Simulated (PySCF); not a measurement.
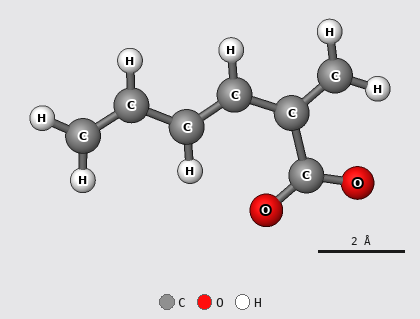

Fig. 1: The structure as given in the input (ball-and-stick view, seen at a tilt). Bond lengths as drawn: C–C 1.33 to 1.58 Å, C–H 1.08 to 1.09 Å and C–O 1.24 Å.

## Excited-state calculation, with input and output: C7H7O2 (charge −1)

- system: C7H7O2, charge −1
- method: TDDFT PBE0/def2-SVPD, vertical, gas phase, core orbitals frozen in the response (PySCF 2.14.0)

The geometry comes from this level: GFN2-xTB.

Log:
```
coarse grid: 14120 points
cycle   1  E = -420.3343083419  dE =  1.331e+00  |g| = 1.052e+00  |ddm| = 7.653e+00
cycle   2  E = -418.5139979744  dE =  1.820e+00  |g| = 2.501e+00  |ddm| = 1.539e+01
cycle   3  E = -420.4759766502  dE = -1.962e+00  |g| = 5.700e-01  |ddm| = 1.485e+01
cycle   4  E = -420.5640743737  dE = -8.810e-02  |g| = 1.880e-01  |ddm| = 1.199e+00
cycle   5  E = -420.5721461412  dE = -8.072e-03  |g| = 8.598e-02  |ddm| = 6.771e-01
cycle   6  E = -420.5736877205  dE = -1.542e-03  |g| = 3.086e-02  |ddm| = 1.907e-01
cycle   7  E = -420.5738493788  dE = -1.617e-04  |g| = 1.326e-02  |ddm| = 7.805e-02
cycle   8  E = -420.5738867339  dE = -3.736e-05  |g| = 3.331e-03  |ddm| = 3.581e-02
cycle   9  E = -420.5738892269  dE = -2.493e-06  |g| = 9.514e-04  |ddm| = 8.448e-03
final grid: 138480 points
cycle  10  E = -420.6483004342  dE = -3.370e-05  |g| = 1.082e-02  |ddm| = 3.104e-01
cycle  11  E = -420.6482705498  dE =  2.988e-05  |g| = 1.660e-02  |ddm| = 5.420e-02
cycle  12  E = -420.6483247724  dE = -5.422e-05  |g| = 1.902e-03  |ddm| = 2.898e-02
cycle  13  E = -420.6483255524  dE = -7.800e-07  |g| = 4.883e-04  |ddm| = 3.935e-03
cycle  14  E = -420.6483255987  dE = -4.630e-08  |g| = 1.546e-04  |ddm| = 1.057e-03
cycle  15  E = -420.6483256032  dE = -4.504e-09  |g| = 5.505e-05  |ddm| = 4.500e-04
cycle  16  E = -420.6483256039  dE = -6.952e-10  |g| = 1.683e-05  |ddm| = 1.701e-04
```

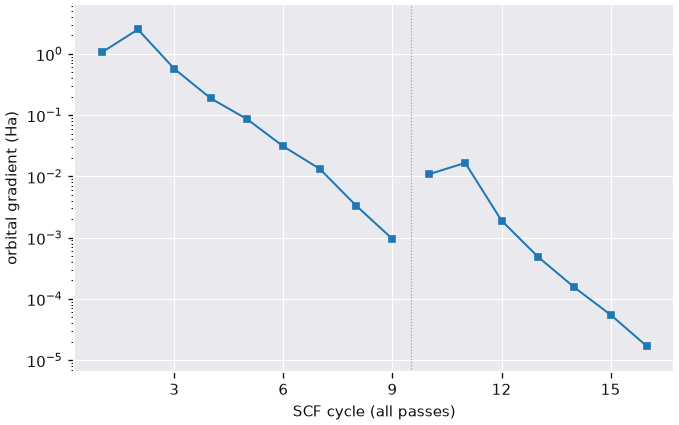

Fig. 2: Convergence of the self-consistent field: orbital gradient against the SCF cycle. The dotted line marks the change from a coarse to the final integration grid. The first 9 cycles use a coarse grid, the final grid takes over at cycle 10, and the field converges after 16 cycles in all.

```
converged SCF energy = -420.6483256039

Static polarisability (au): isotropic 118.164, principal 62.056 99.636 192.799

Singlet excitations
state   eV       nm        f      main configurations
  1   3.0023    413.0   0.00003   H->L 0.90, H-1->L 0.08
  2   3.1913    388.5   0.00002   H-1->L 0.90
  3   3.5636    347.9   0.02231   H-2->L 0.84, H-3->L 0.15
  4   4.6286    267.9   0.83766   H-3->L 0.82, H-2->L 0.14
  5   4.7311    262.1   0.00017   H->L+3 0.90
  6   4.9687    249.5   0.00028   H-1->L+3 0.90

Triplet excitations (Tamm-Dancoff, eV): 2.3875 2.9463
```

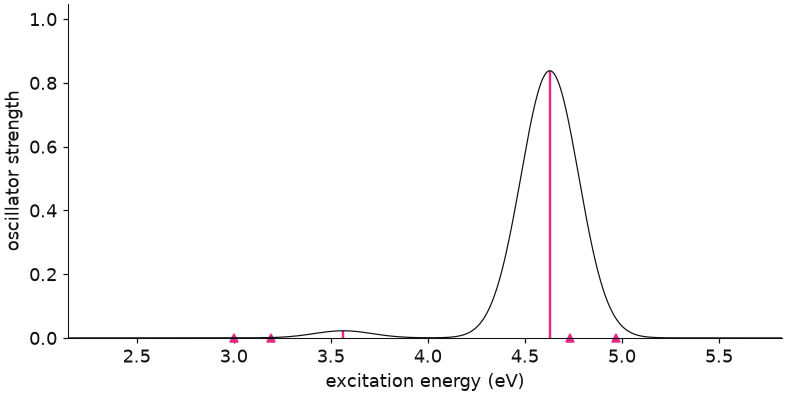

Fig. 3: Computed excitations as sticks (degenerate states added up, dark ones marked on the axis), with a Gaussian envelope of 0.35 eV full width at half maximum, scaled to the tallest. Of the 6 states the lowest lies at 3.00 eV (f = 0.000); the strongest line is at 4.63 eV, or 268 nm (f = 0.838).

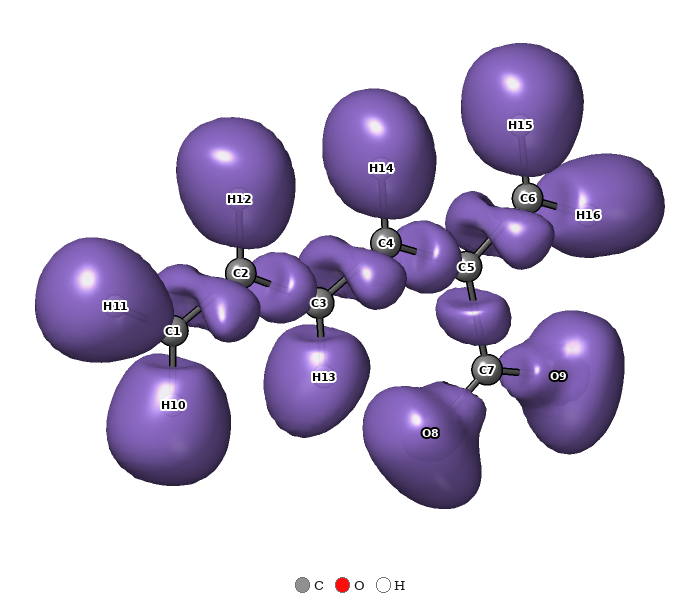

Fig. 4: Isosurface of the ELF at 0.75 (purple), seen at a tilt. Only the valence region is drawn (cores and ρ < 0.01 e/Å³ removed). Along the contacts the grid gives the following. C–O (1.24 Å): the ELF peaks at about 0.85 between the atoms (a multiple bond by its length, whose ELF region spreads away from the axis). C–C (1.33 Å): the ELF peaks at about 0.95 between the atoms; a double or triple bond.

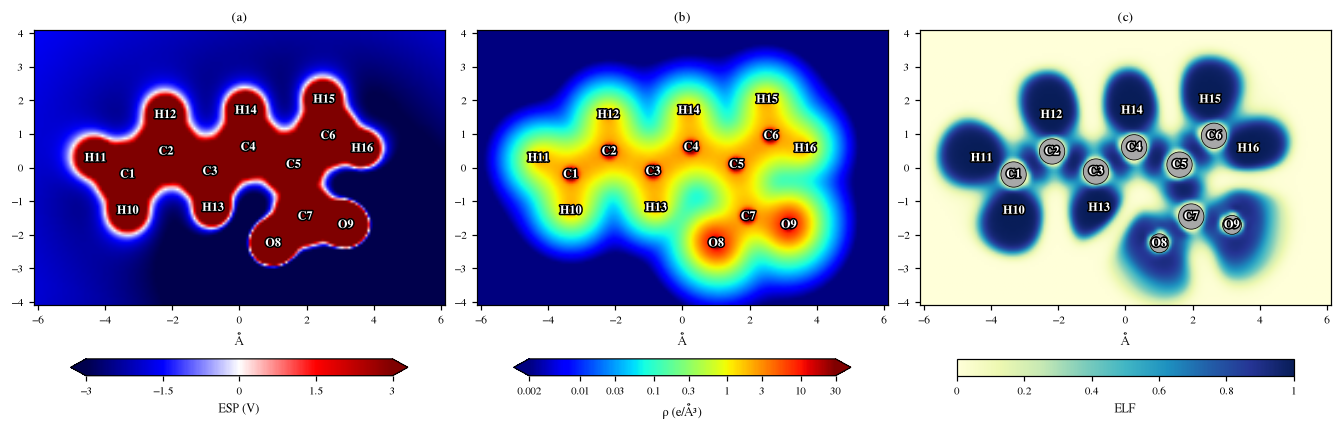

Fig. 5: (a) molecular electrostatic potential; (b) electron density; (c) ELF on the molecular plane. Grey discs, where drawn, cover atomic cores. Atoms in the plane: C, O and H. C–O (1.24 Å): ρ is about 3.1 e/Å³ halfway; the ELF peaks at about 0.85 between the atoms; a multiple bond by its length, whose ELF region spreads away from the axis.

The run was set up as follows.

The input:
```
{"job": {"kind": "uv", "xc": "PBE0", "basis": "def2-SVPD", "nstates": 6, "ntriplets": 2}, "charge": -1, "multiplicity": 1}
C      3.145735     0.953700     0.455061
C      2.183448     0.033568     0.377296
C      0.812851     0.314354     0.052285
C     -0.132059    -0.638592    -0.018110
C     -1.529257    -0.446338    -0.336518
C     -2.344287    -1.505844    -0.357367
C     -2.166649     0.962019    -0.667880
O     -1.415237     1.945921    -0.641395
O     -3.377374     0.927027    -0.922807
H      2.937676     1.994677     0.271273
H      4.165686     0.702572     0.702469
H      2.429461    -1.008337     0.568985
H      0.522386     1.336471    -0.145398
H      0.158191    -1.675001     0.180936
H     -2.011542    -2.516859    -0.144385
H     -3.386629    -1.370393    -0.595084
```

The first line tells a small driver script what to run in PySCF; the rest is the geometry in Å.

Command:
```bash
OMP_NUM_THREADS=1 python <driver script> task.json out
```

Summary:

| quantity | value |
| --- | --- |
| outcome | converged |
| total energy | −420.648326 hartree |
| HOMO | −1.92 eV |
| LUMO | 2.11 eV |
| mean polarisability | 118.16 a.u. |
| lowest singlet excitation | 3.00 eV |
| hardware | 1 CPU thread, shared host |
| wall time | 45 s |
| peak memory | 1.1 GiB |
